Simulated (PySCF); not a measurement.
```xyz
13

O     0.5953    1.9990   -0.1160
C     1.5550    1.2658   -0.2416
C     1.4856   -0.1276   -0.7072
O     1.9664   -0.6169   -1.6990
Si    0.3055   -1.1654    0.4560
F     0.7496   -0.7027    1.9492
Si   -1.8726   -0.4635    0.0418
O    -1.8601    0.9051   -0.8037
H     2.5417    1.5407    0.1765
H     0.8458   -2.5140    0.3891
H    -2.5569   -0.2896    1.3276
H    -2.5785   -1.4115   -0.8146
H    -1.1812    1.5813   -0.6691
```

Geometry: GFN2-xTB.

Computed with PBE0/pcSseg-1, SCF density, gas phase, non-relativistic (PySCF).

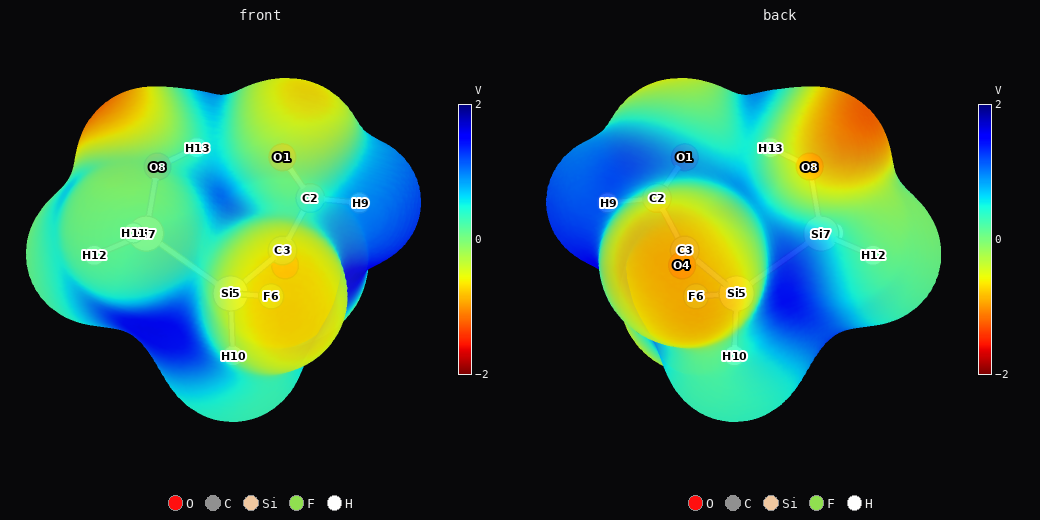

C$_{2}$H$_{5}$FO$_{3}$Si$_{2}$. The molecular electrostatic potential painted on the density surface at 0.001 e/bohr³, seen from the front and from behind; the colour scale runs from red (negative) to blue (positive).

Q: Describe the electrostatic potential map.

A: The most negative region (about −1.2 V, or −28 kcal/mol for a unit charge) lies over O8, the most positive (about +1.6 V, or +37 kcal/mol for a unit charge) over the C, H and Si atoms. O8 is the likeliest acceptor of a hydrogen bond.

Q: What dipole moment does the calculation give?

A: Its dipole moment is 1.37 D.
